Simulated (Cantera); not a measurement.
Charge: 1 mol Si₂H₆, 0.0083 mol Cl₂, 5.8 mol H₂, held at 10.0 Torr.

These are equilibrium values from Cantera (NASA tables, ideal gas, pure condensed phases), not measurements of a reactor. Candidate condensed phases: Si; 19 gas species. The feed counts by its element totals alone. Gases not in the tables: Si₂H₆ and higher silanes. Kinetics and transport are ignored.

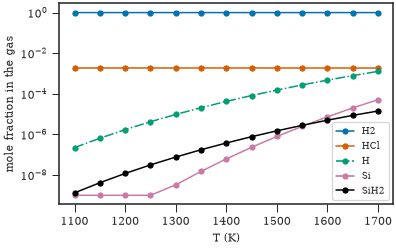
Fig. 1. Equilibrium gas composition (values under 1e-9 drawn at 1e-9)

Q: Read off the mole fractions at 1300 K.

A: H₂ about 1.00, HCl about 0.0019, H about 9.6e-6, SiH₂ about 7.6e-8.
